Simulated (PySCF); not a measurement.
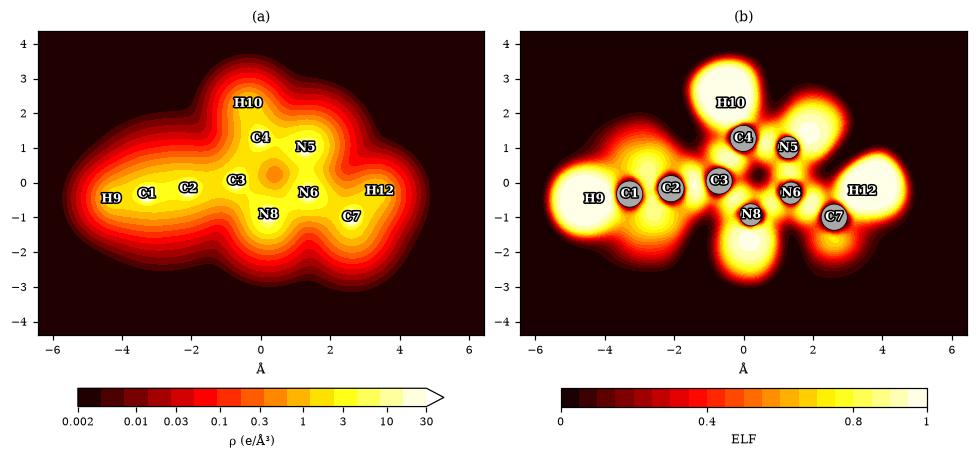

Figure 1: C5H5N3 (SMILES C#Cc1cnn(C)n1). (a) total electron density; (b) ELF on the plane of atoms C4, N5 and N6. Grey discs cover the atomic cores in the ELF map.

Geometry: GFN2-xTB.

These are results of PBE0/pcSseg-1, SCF density, gas phase, non-relativistic (PySCF), not measurements.

```xyz
13

C     3.3484   -1.1684    0.1661
C     2.2530   -0.6808    0.1173
C     0.9860   -0.0759    0.0595
C     0.6686    1.2965    0.0897
N    -0.6458    1.4106    0.0095
N    -1.0879    0.1764   -0.0650
C    -2.4811   -0.1322   -0.1634
N    -0.1630   -0.7477   -0.0394
H     4.3015   -1.6038    0.2085
H     1.3136    2.1464    0.1634
H    -2.6790   -0.6808   -1.0853
H    -3.0300    0.8065   -0.1629
H    -2.7889   -0.7464    0.6842
```

### Interpret the plot.

- Atoms in the plane: C, N and H.
- C–C (1.20 Å): the density is about 2.7 e/Å³ at the midpoint; the ELF peaks at about 0.85 between the atoms: a short, multiple covalent bond.
- N–N (1.31 Å): ρ is about 2.7 e/Å³ halfway; the ELF peaks at about 0.90 between the atoms, as expected for a covalent bond.
- C–N (1.32 Å): the density is about 2.5 e/Å³ at the midpoint; the ELF peaks at about 0.90 between the atoms: localised, covalent bonding.
- C–H (1.05 Å): the density is about 2.1 e/Å³ at the midpoint; the ELF climbs to about 1 towards the hydrogen, as it does in any bond to H (a covalent bond by its length).
- C–N (1.43 Å): ρ at the midpoint is about 2 e/Å³; the ELF peaks at about 0.95 between the atoms, as expected for localised, covalent bonding.
- The ELF also peaks beside N8 and N5, away from the bonds: lone-pair regions.
